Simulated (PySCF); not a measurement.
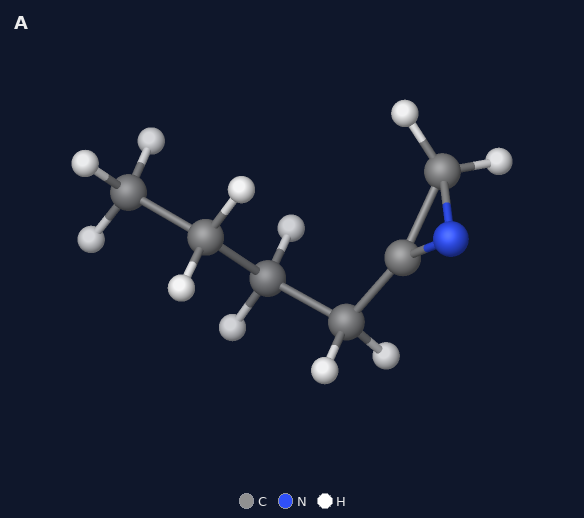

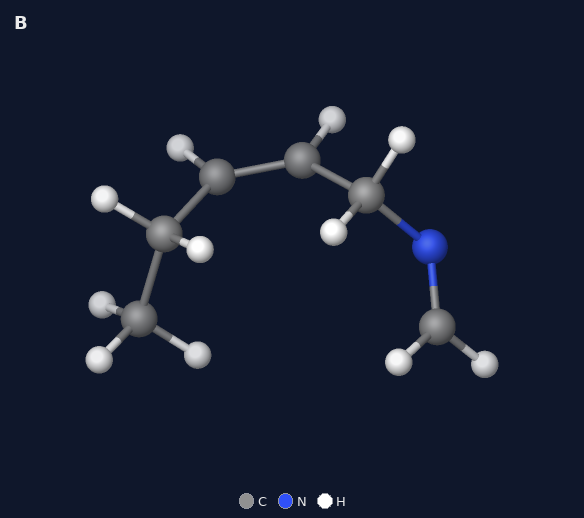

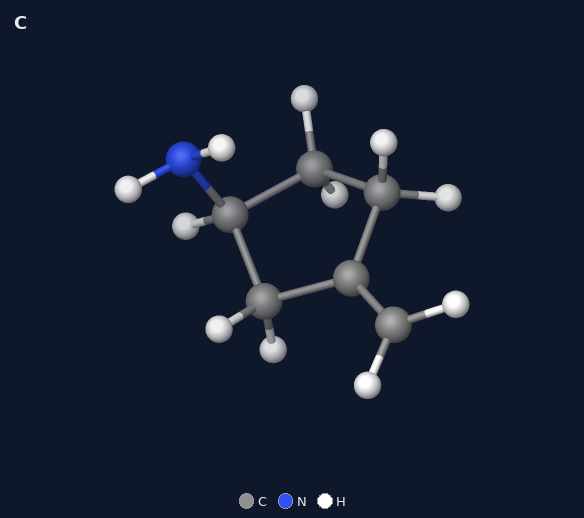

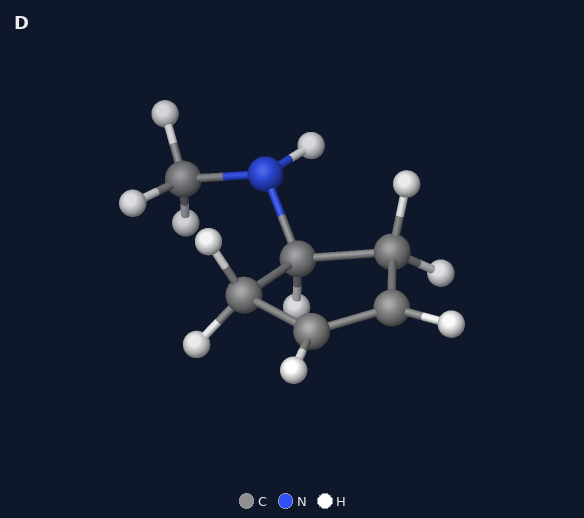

4 stationary structures of one formula. Geometries: GFN2-xTB. Electronic energies: PBE0/def2-SVPD (PySCF 2.14.0), without zero-point energy. No frequency run is at hand to confirm each as a minimum. Each is one conformer, not always the lowest.

**Which structure is the most stable?**

C is lowest; D lies 6.9 kcal/mol above it, B lies 26.3 kcal/mol above it, A lies 31.9 kcal/mol above it. A is `CCCCC1=NC1`, B is `C=NC/C=C\CC`, C is `C=C1CC[C@H](N)C1`, D is `CNC1CC=CC1`.
